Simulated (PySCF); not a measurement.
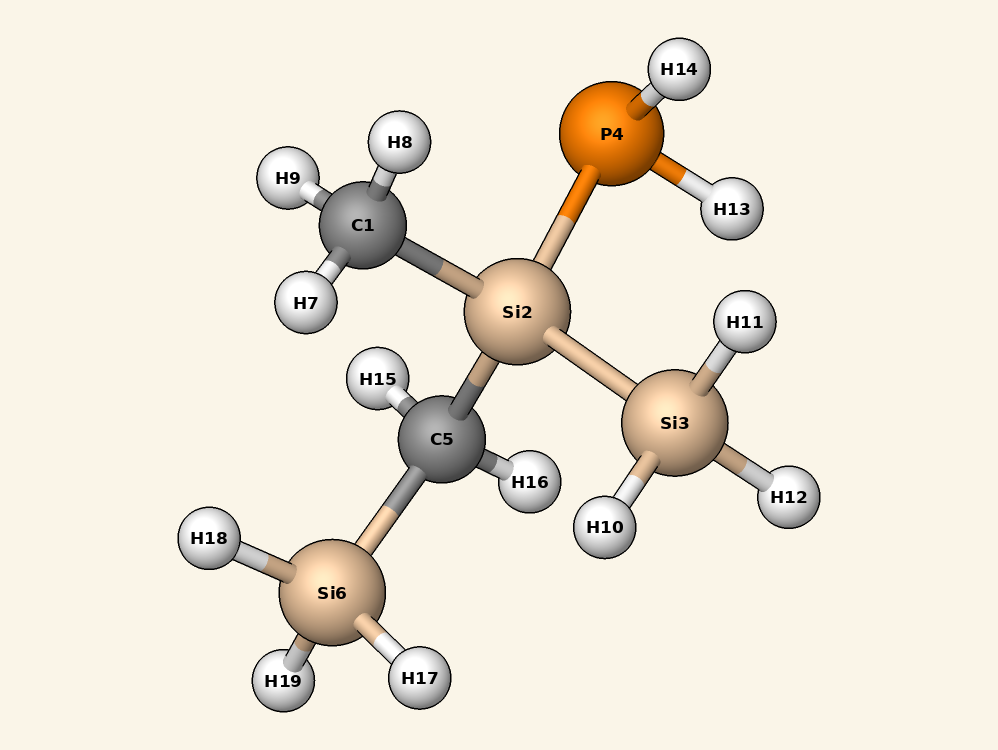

Every bond is drawn as one stick. Computed geometry: GFN2-xTB optimisation. No frequency run is at hand to confirm it as a minimum. Method: PBE0/pcSseg-1 (PySCF 2.14.0).

List the Mayer bond orders of C1–Si2, Si2–Si3, Si2–P4, Si2–C5, C5–Si6 (bonds between heavy atoms, one of each equivalent set).

```
   bond  Mayer order  length (Å)
 C1–Si2         0.96       1.913
Si2–Si3         0.89       2.341
 Si2–P4         1.03       2.272
 Si2–C5         0.90       1.919
 C5–Si6         0.92       1.897
```

The geometry is semi-empirical. Around P, Si such bond lengths and angles can be off by a tenth of an ångström or more and by several degrees, and values that hang on the shape move with them.
